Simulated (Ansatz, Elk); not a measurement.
**CdH2S2: X-ray structure factors from the self-consistent density**

The structure of CdH2S2 used here is made up (a known structure type with other elements) and was relaxed beforehand with PBEsol. The aim is the Fourier transform of its all-electron density, F(hkl), set beside the sum over free spherical atoms that refinements use.

Program: Elk 11.2.3 (patched build). Level of theory: DFT, PBE, all-electron APW+lo, Dirac cores, scalar-relativistic bands, static density, no spin. Results are calculated unless marked as measured.

The structure was built from a prototype and need not be the compound's stable phase.

## Step 1: The structure

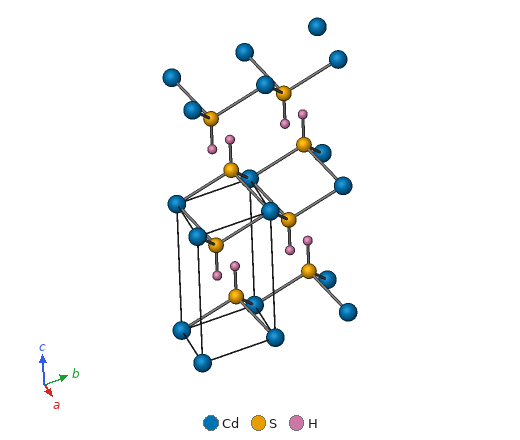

The cell as given, slightly off an axis (cadmium blue, sulfur orange, hydrogen pink). 1×2×2 cells are drawn. Bonds to atoms that aren't drawn are left out. Some periodic images of atoms are drawn too.

## Step 2: Ground state and structure factors

An all-electron density is needed, since X-rays see the cores too. Task 0 finds the density and task 195 Fourier-transforms it; tshift is off so that phases refer to the origin typed.

elk.in

```
tasks
  0
  195

xctype
  20

spinpol
  .false.

rgkmax
  7.0

gmaxvr
  14.0

lmaxo
  7

lmaxapw
  8

swidth
  0.002

tshift
  .false.

hmaxvr
  5.5

maxscl
  120

epspot
  1e-06

sppath
  './'

avec
  7.79377136714 -0.00000000000 0.00000000000
  -3.89688568357 6.74960399523 -0.00000000000
  0.00000000000 -0.00000000000 10.69044388001

atoms
  3
  'Cd.in'
  1
  -0.0000000000 0.0000000000 -0.0000000000   0.000000 0.000000 0.000000
  'S.in'
  2
  0.3333333333 0.6666666667 0.2205787046   0.000000 0.000000 0.000000
  0.6666666667 0.3333333333 0.7794212954   0.000000 0.000000 0.000000
  'H.in'
  2
  0.3333333333 0.6666666667 0.4615054005   0.000000 0.000000 0.000000
  0.6666666667 0.3333333333 0.5384945995   0.000000 0.000000 0.000000

ngridk
  6 6 4
```

Run with:

```bash
$ OMP_NUM_THREADS=4 elk
```

Numbers of over 12 decimals in the logs are rounded to 6 here.

Output:

```text
┌─────────────────────────┐
│ Elk code version 11.2.3 │
└─────────────────────────┘

All units are atomic (Hartree, Bohr, etc.)

┌─────────────────────────────────────────────────┐
│ Ground-state run starting from atomic densities │
└─────────────────────────────────────────────────┘

Lattice vectors :
   7.793771367      -0.000000000       0.000000000
  -3.896885684       6.749603995      -0.000000000
   0.000000000      -0.000000000       10.69044388

Reciprocal lattice vectors :
  0.8061803473      0.4654484405       0.000000000
   0.000000000      0.9308968810       0.000000000
   0.000000000       0.000000000      0.5877384866

Unit cell volume      :    562.3694144
Brillouin zone volume :   0.4410805551

Muffin-tin inner radius fraction :   0.1000000000E-01

Nuclei treated as point charges

Species : 1 (Cd)
 parameters loaded from : Cd.in
 name : cadmium
 nuclear charge    :   -48.00000000
 electronic charge :    48.00000000
 atomic mass :    204912.7176
 muffin-tin radius :    2.600000000
 number of radial points in muffin-tin :   1193
 inner part over the whole radius :   0.9972693929E-02
 number on inner part of muffin-tin    :    850
 approximate nuclear radius :   0.8708852602E-04
 number of mesh points to nuclear radius :    426
 atomic positions (lattice), magnetic fields (Cartesian) :
  1 :   0.00000000  0.00000000  0.00000000    0.00000000  0.00000000  0.00000000

Species : 2 (S)
 parameters loaded from : S.in
 name : sulphur
 nuclear charge    :   -16.00000000
 electronic charge :    16.00000000
 atomic mass :    58450.91931
 muffin-tin radius :    1.543430363
 number of radial points in muffin-tin :    793
 inner part over the whole radius :   0.9829026660E-02
 number on inner part of muffin-tin    :    548
 approximate nuclear radius :   0.6195814986E-04
 number of mesh points to nuclear radius :    256
 atomic positions (lattice), magnetic fields (Cartesian) :
  1 :   0.33333333 -0.33333333  0.22057870    0.00000000  0.00000000  0.00000000
  2 :  -0.33333333  0.33333333 -0.22057870    0.00000000  0.00000000  0.00000000

Species : 3 (H)
 parameters loaded from : H.in
 name : hydrogen
 nuclear charge    :   -1.000000000
 electronic charge :    1.000000000
 atomic mass :    1837.362221
 muffin-tin radius :   0.9821829584
 number of radial points in muffin-tin :    393
 inner part over the whole radius :   0.9919243310E-02
 number on inner part of muffin-tin    :    255
 approximate nuclear radius :   0.2766748019E-04
 number of mesh points to nuclear radius :     80
 atomic positions (lattice), magnetic fields (Cartesian) :
  1 :   0.33333333 -0.33333333  0.46150540    0.00000000  0.00000000  0.00000000
  2 :  -0.33333333  0.33333333 -0.46150540    0.00000000  0.00000000  0.00000000

Total number of atoms per unit cell :    5
Total muffin-tin volume :    112.3619542
 ratio of muffin-tin to unit cell volume :   0.1998009694

Spin treatment :
 spin-unpolarised

Number of Bravais lattice symmetries :   24
Number of crystal symmetries         :   12
Crystal has inversion symmetry
Real symmetric eigensolver will be used

k-point grid :      6     6     4
k-point offset :    0.000000000       0.000000000       0.000000000
k-point set is reduced with full crystal symmetry group
Total number of k-points :       24

Muffin-tin radius times maximum |G+k| :    7.000000000
 using average radius
Maximum |G+k| for APW functions       :    4.574429909
Maximum (1/2)|G+k|²                   :    10.46270450
Maximum |G| for potential and density :    14.00000000
Constant for pseudocharge density :    9
 order of it for each species :   16  16   9
 order of it for pair densities of each species (exact exchange by exxq0 0: 17) :   16  10   3
Radial integration step length :    1

G-vector grid sizes :     35    35    48
Number of G-vectors :    26081

Maximum angular momentum used for
 APW functions            :    8
 outer part of muffin-tin :    7
 inner part of muffin-tin :    2

Total nuclear charge    :   -82.00000000
[...]
interstitial                :    9.984910935
 muffin-tins (core leakage)
  species : 1 (Cd)
   atom 1                    :    46.33548035     (  0.2529066713E-03)
  species : 2 (S)
   atom 1                    :    12.37144346     (  0.5448756569E-02)
   atom 2                    :    12.37144346     (  0.5448756569E-02)
  species : 3 (H)
   atom 1                    :   0.4683609022     (   0.000000000    )
   atom 2                    :   0.4683609022     (   0.000000000    )
 total in muffin-tins        :    72.01508906
 total calculated charge     :    81.98924011
 total charge                :    82.00000000
 error                       :   0.1075989028E-01

RMS change in Kohn-Sham potential (target) :    68.45381959     (  0.1000000000E-05)
Absolute change in total energy (target)   :    1.695373639     (  0.1000000000E-03)

[... loops 3 to 18 left out ...]

┌──────────────────┐
│ Loop number : 19 │
└──────────────────┘

Energies :
 Fermi                       :     0.147467
 sum of occupied eigenvalues :     -3810.2007083834
 electron kinetic            :      6670.2429975538
 core electron kinetic       :      6456.7095670766
 Coulomb                     :     -12859.107178661
 Coulomb potential           :     -10211.305616074
 nuclear-nuclear             :     -566.14892310982
 electron-nuclear            :     -14383.172360434
 Hartree                     :      2090.2141048833
 Madelung                    :     -7753.4543706239
 xc potential                :     -269.13808986361
 exchange                    :     -202.87681067434
 correlation                 :     -3.889653
 electron entropic           :    -0.25883461410390E-10
 total energy                :     -6395.6306448936

Density of states at Fermi energy :   0.3229225945E-06
 (states/Hartree/unit cell)

Estimated indirect band gap :   0.7400867475E-01
 from k-point 4 to k-point 1
Estimated direct band gap   :   0.9542843767E-01
 at k-point 1

Charges :
 core                        :    50.00000000
 valence                     :    32.00000000
 interstitial                :    10.01924868
 muffin-tins (core leakage)
  species : 1 (Cd)
[...]
species : 2 (S)
[...]
species : 3 (H)
   atom 1                    :   0.4555371919     (   0.000000000    )
   atom 2                    :   0.4555371919     (   0.000000000    )
 total in muffin-tins        :    71.98075132
 total calculated charge     :    81.98931549
 total charge                :    82.00000000
 error                       :   0.1068451416E-01

RMS change in Kohn-Sham potential (target) :   0.5221967635E-06 (  0.1000000000E-05)
Absolute change in total energy (target)   :   0.1860780685E-06 (  0.1000000000E-03)

Convergence targets achieved

┌──────────────────┐
│ Loop number : 20 │
└──────────────────┘

Energies :
 Fermi                       :     0.147467
 sum of occupied eigenvalues :     -3810.2007083171
 electron kinetic            :      6670.2429975796
 core electron kinetic       :      6456.7095670800
 Coulomb                     :     -12859.107178647
 Coulomb potential           :     -10211.305616061
 nuclear-nuclear             :     -566.14892310982
 electron-nuclear            :     -14383.172360418
 Hartree                     :      2090.2141048808
 Madelung                    :     -7753.4543706166
 xc potential                :     -269.13808983614
 exchange                    :     -202.87681067413
 correlation                 :     -3.889653
 electron entropic           :    -0.25883462160449E-10
 total energy                :     -6395.6306448538

Density of states at Fermi energy :   0.3229226053E-06
 (states/Hartree/unit cell)

Estimated indirect band gap :   0.7400867459E-01
 from k-point 4 to k-point 1
Estimated direct band gap   :   0.9542843751E-01
 at k-point 1

Charges :
 core                        :    50.00000000
 valence                     :    32.00000000
 interstitial                :    10.01924868
 muffin-tins (core leakage)
  species : 1 (Cd)
   atom 1                    :    46.57378776     (  0.2436411544E-03)
  species : 2 (S)
   atom 1                    :    12.24794459     (  0.5416769609E-02)
   atom 2                    :    12.24794459     (  0.5416769609E-02)
  species : 3 (H)
   atom 1                    :   0.4555371919     (   0.000000000    )
   atom 2                    :   0.4555371919     (   0.000000000    )
 total in muffin-tins        :    71.98075132
 total calculated charge     :    81.98931549
 total charge                :    82.00000000
 error                       :   0.1068451415E-01

┌──────────────────────────────┐
│ Self-consistent loop stopped │
└──────────────────────────────┘

Warning : core states of species 1 leak from the muffin-tin :   0.2436411544E-03

Warning : core states of species 2 leak from the muffin-tin :   0.5416769609E-02

Wrote STATE.OUT
```

Elapsed: 59 s, on 4 threads of Arm Neoverse V2, shared host; peak memory 0.27 GiB.

SFACRHO.OUT:

```text

h k l indices transformed by vhmat matrix:
   1.000000000       0.000000000       0.000000000    
   0.000000000       1.000000000       0.000000000    
   0.000000000       0.000000000       1.000000000    

      h      k      l  multipl.   |H|            Re(F)            Im(F)           |F|

      0      0      0      1   0.0000000       81.999999      0.32649363E-17   81.999999    
      0      0      1      2  0.58773849       49.142058      0.19720700E-14   49.142058    
     -1      0      0      6  0.93089688       28.712812     -0.10670137E-14   28.712812    
     -1      1     -1      6   1.1009112       60.400878     -0.10670137E-15   60.400878    
      1      0      1      6   1.1009112       18.075225     -0.76215268E-16   18.075225    
      0      0     -2      2   1.1754770       18.802225      0.49006417E-14   18.802225    
      0     -1     -2      6   1.4994383       53.036404     -0.19396786E-14   53.036404    
     -1      1      2      6   1.4994383       40.643608      0.20425692E-14   40.643608    
     -2      1      0      6   1.6123607       57.278865      0.42180797E-15   57.278865    
     -1      2      1     12   1.7161421       38.289188      0.12956595E-15   38.289188    
      0      0      3      2   1.7632155       24.156728     -0.58152249E-14   24.156728    
     -2      2      0      6   1.8617938       24.597705     -0.38107634E-16   24.597705    
     -2      2     -1      6   1.9523608       16.647815      0.15662237E-13   16.647815    
     -2      2      1      6   1.9523608       47.843283     -0.96793390E-15   47.843283    
      0      1      3      6   1.9938650       25.467919     -0.19568270E-14   25.467919    
      0      1     -3      6   1.9938650       51.069421     -0.15601265E-13   51.069421    
      1      1     -2     12   1.9953579       16.913875      0.10654894E-13   16.913875    
     -2      0      2      6   2.2018225       34.583143      0.10289061E-14   34.583143
```

Elk indexes on the primitive cell of elk.in and gives |H| = 4π sin θ/λ in inverse bohr. Below, one row stands for each form hkl of the conventional cell (m members, Friedel mates merged), F is for one primitive cell and the density is static (no thermal factor). Free-atom factors are Waasmaier and Kirfel's, and R is Σm||F|−|F'||/Σm|F|. Elk warned that it couldn't find a linearisation energy, which lowers the accuracy of some states in this run and its variants.

| hkl | m | sin θ/λ (Å⁻¹) | abs F, DFT | neutral atoms | diff. |
| --- | --- | --- | --- | --- | --- |
| 001 | 2 | 0.088 | 49.142 | 49.100 | +0.042 |
| 100 | 6 | 0.140 | 28.713 | 28.941 | -0.228 |
| 011 | 6 | 0.166 | 60.401 | 60.184 | +0.217 |
| 101 | 6 | 0.166 | 18.075 | 18.500 | -0.425 |
| 002 | 2 | 0.177 | 18.802 | 19.364 | -0.562 |
| 012 | 6 | 0.226 | 53.036 | 53.042 | -0.006 |
| 102 | 6 | 0.226 | 40.644 | 40.599 | +0.044 |
| 110 | 6 | 0.242 | 57.279 | 57.343 | -0.064 |
| 111 | 12 | 0.258 | 38.289 | 38.492 | -0.202 |
| 003 | 2 | 0.265 | 24.157 | 24.532 | -0.375 |
| 200 | 6 | 0.280 | 24.598 | 24.677 | -0.079 |
| 021 | 6 | 0.294 | 16.648 | 16.499 | +0.149 |
| 201 | 6 | 0.294 | 47.843 | 47.833 | +0.011 |
| 013 | 6 | 0.300 | 25.468 | 25.184 | +0.284 |

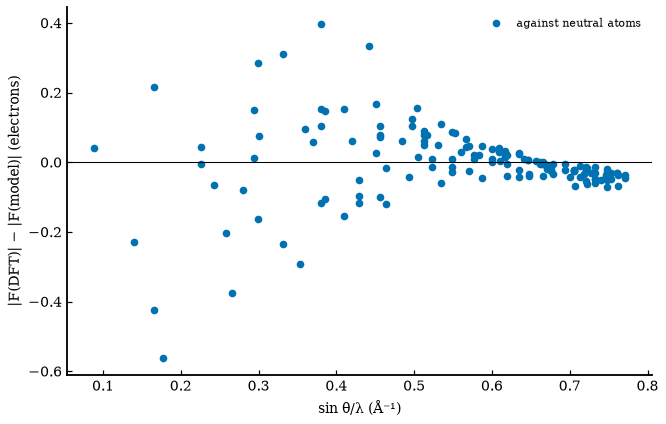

Difference between the calculated structure factors and the independent-atom ones.

## Step 3: Results

```
R against neutral atoms, sin θ/λ < 0.3 Å⁻¹ : 0.45 %
R against neutral atoms, 0.3 to 0.77 Å⁻¹   : 0.23 %
```

**Reading.** Independent neutral atoms miss the calculated amplitudes by R = 0.45 % below 0.3 Å⁻¹ and 0.23 % from there to 0.77 Å⁻¹; by shells, 0.54 % below 0.15 Å⁻¹ (2 forms), 0.44 % 0.15 to 0.3 (13 forms), 0.46 % 0.3 to 0.45 (19 forms), 0.18 % above 0.45 (115 forms). Bonding, aspherical density and the tables' own atoms all enter these figures, and the runs don't part them. The largest change of an amplitude is -0.56 electrons, at 002. The basis has no finished test. The k-mesh has no finished test. Part of the difference isn't bonding: the tables are fits to free atoms and ions calculated by other methods than this functional. Thermal motion, anomalous dispersion and extinction are left out.

[Logs are printed without paths, hosts, clocks, repeated set-up lines and the standing remarks that a program may print on its own settings, such as how far it seeks lower states.]

[Hosts, paths, dates, database ids (printed as entryN), source tags and the programs' standing remarks are cut or masked in the printed files.]
